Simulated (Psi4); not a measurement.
# [BPH4]− (SMILES [BH2-]P), run twice

Aim: a single-point energy of [BPH4]− at UM11/DZ (density fitting, Cartesian functions).

The calculation is run with Psi4 1.11.

4 further runs of the same task are left out: 4 set aside as unsound or not needed.

## 1. The structure to begin with

[BPH4]− has 6 atoms, charge -1, and is taken as a doublet. As SMILES, `[BH2-]P`. The coordinates come from a GFN2-xTB relaxation.

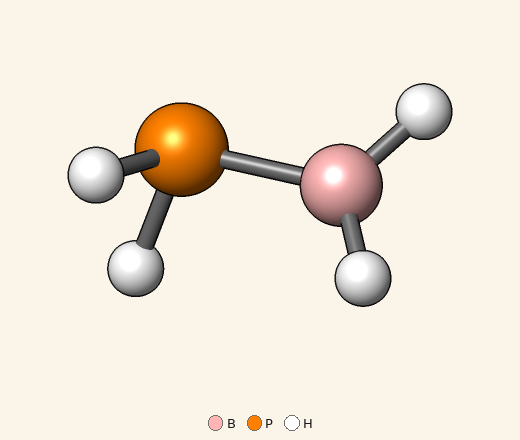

The structure, seen from a chosen angle (boron pink, phosphorus orange, hydrogen white).

## 2. Try one

File bh4p.xyz:

```xyz
6
BH4P
B      0.058330    -0.904490    -0.063420
P      0.594500     0.859390    -0.069700
H     -1.074820    -1.226640     0.137320
H      0.887520    -1.733390    -0.266300
H     -0.421990     1.553630    -0.816460
H     -0.043540     1.451500     1.078550
```

File bh4p.py:

```python
import psi4

psi4.set_memory('1600 MB')
psi4.set_num_threads(1)
psi4.core.set_output_file('output.dat', False)

with open('bh4p.xyz') as f:
    atoms = ''.join(f.readlines()[2:])
geom = psi4.geometry('-1 2\n' + atoms + '')

psi4.set_options({
    'reference': 'uks',
    'scf_type': 'disk_df',
    'diis': False,
    'scf_initial_accelerator': 'none',
    'guess': 'core',
    'maxiter': 75,
})

E = psi4.energy("m11/DZ", molecule=geom)
print(f'm11/DZ energy: {E:.10f} Eh')
```

Launch:

```console
$ python bh4p.py
```

output.dat:

```text
=> Loading Basis Set <=

    Name: DZ
    Role: ORBITAL
    Keyword: BASIS

         ---------------------------------------------------------
                                   SCF
                              UKS Reference
                        1 Threads,   1525 MiB Core
         ---------------------------------------------------------

  ==> Geometry <==

    Molecular point group: c1
    Full point group: C1

    Geometry (in Angstrom), charge = -1, multiplicity = 2:

[... 90 lines left out ...]
    Weights Tolerance      =       1.00E-15
[... 50 lines left out ...]
  ==> Iterations <==

                           Total Energy        Delta E     RMS |[F,P]|

   @DF-UKS iter   1:  -317.30798722782947   -3.17308e+02   3.54692e-01
   @DF-UKS iter   2:  -263.63708291198401    5.36709e+01   2.94131e-01
   @DF-UKS iter   3:  -327.08605311372162   -6.34490e+01   3.03629e-01
[... 6 lines of this table left out ...]
   @DF-UKS iter  10:  -278.33354055229228    5.48651e+01   1.96897e-01
[... 55 lines of further cycles ...]
   @DF-UKS iter  66:  -278.33365034881518    5.48659e+01   1.96895e-01
   @DF-UKS iter  67:  -333.19957547144560   -5.48659e+01   2.92414e-01
   @DF-UKS iter  68:  -278.33365034881535    5.48659e+01   1.96895e-01
[... 6 lines of this table left out ...]
   @DF-UKS iter  75:  -333.19957547144554   -5.48659e+01   2.92414e-01

PsiException: Could not converge SCF iterations in 75 iterations.

  Failed to converge.
```

On the terminal:

```text
Traceback (most recent call last):
  File "bh4p.py", line 20, in <module>
    E = psi4.energy("m11/DZ", molecule=geom)
psi4.driver.p4util.exceptions.SCFConvergenceError: Could not converge SCF iterations in 75 iterations.
```

Wall time 35 s (1 thread of Intel Xeon 6975P-C (Granite Rapids), shared host); peak memory 0.46 GiB.

## 3. Reading the log

No converged result was reached.

The telling line is `psi4.driver.p4util.exceptions.SCFConvergenceError: Could not converge SCF iterations in 75 iterations.`. What is wrong: the convergence aids are set badly. The sound input differs in these keys, not all of which need be the cause: diis at its default in place of no; scf initial accelerator at its default in place of none; starting guess at its default in place of core.

## 4. Try two

bh4p.xyz is that of step 2.

File bh4p.py:

```python
import psi4

psi4.set_memory(1600000000)
psi4.set_num_threads(1)
psi4.set_output_file('output.dat', False)

with open('bh4p.xyz') as f:
    atoms = ''.join(f.readlines()[2:])
m = psi4.geometry('-1 2\n' + atoms + '')

psi4.set_options({
    'reference': 'uks',
    'scf_type': 'disk_df',
})

energy_value = psi4.energy("m11/DZ")
print('E =', round(energy_value, 9))
```

Launch:

```console
$ python bh4p.py
```

output.dat:

```text
[...]
  Running in c1 symmetry.
[...]
  Nuclear repulsion =   46.180807373407774
[...]
  Multiplicity = 2
[...]
  Nalpha       = 13
  Nbeta        = 12
[...]
    Number of basis functions: 36
[...]
   @DF-UKS iter   1:  -368.32607664589187   -4.46072e-01   1.18629e-02 DIIS/ADIIS
[...]
   @DF-UKS iter   9:  -368.46799785254751   -1.06667e-08   4.41784e-07 DIIS
[...]
   @S^2 Observed:                7.549035260E-01
[...]
    Orbital Energies [Eh]
    ---------------------
    Alpha Occupied:
       1A    -77.409120     2A     -6.724451     3A     -6.494655
       4A     -4.685788     5A     -4.685133     6A     -4.680375
       7A     -0.571233     8A     -0.384647     9A     -0.271282
      10A     -0.248370    11A     -0.205352    12A     -0.120603
      13A     -0.021469
    Alpha Virtual:
      14A      0.330327    15A      0.333353    16A      0.371263
      17A      0.394571    18A      0.455896    19A      0.480747
      20A      0.568306    21A      0.619148    22A      0.660492
      23A      0.772136    24A      0.782469    25A      0.833891
[...]
  @DF-UKS Final Energy:  -368.46799785254751
   => Energetics <=
    Nuclear Repulsion Energy =             46.1808073734077738
    One-Electron Energy =                -604.0013650861445740
    Two-Electron Energy =                 204.3728330977091048
    DFT Exchange-Correlation Energy =     -15.0202732375198025
    Empirical Dispersion Energy =           0.0000000000000000
    VV10 Nonlocal Energy =                  0.0000000000000000
    Total Energy =                       -368.4679978525475121
[...]
 Multipole Moments:
 ------------------------------------------------------------------------------------
     Multipole            Electronic (a.u.)      Nuclear  (a.u.)        Total (a.u.)
 ------------------------------------------------------------------------------------
 L = 1.  Multiply by 2.5417464519 to convert [e a0] to [Debye]
 Dipole X            :          2.0434090           -1.9647676            0.0786414
 Dipole Y            :          1.8308072           -0.5670128            1.2637944
 Dipole Z            :         -0.3030396            0.3604188            0.0573792
 Magnitude           :                                                    1.2675383
[...]
```

On the terminal:

```text
E = -368.467997853
```

Wall time 5.4 s (1 thread of Intel Xeon 6975P-C (Granite Rapids), shared host); peak memory 0.5 GiB.

## 5. Outcome

At UM11/DZ (density fitting, Cartesian functions):

| quantity | value |
| --- | --- |
| total energy | -368.46800 Eh |
| HOMO energy (highest over α and β) | -0.58 eV |
| LUMO energy (lowest over α and β) | 6.44 eV |
| ⟨S²⟩ | 0.755 |
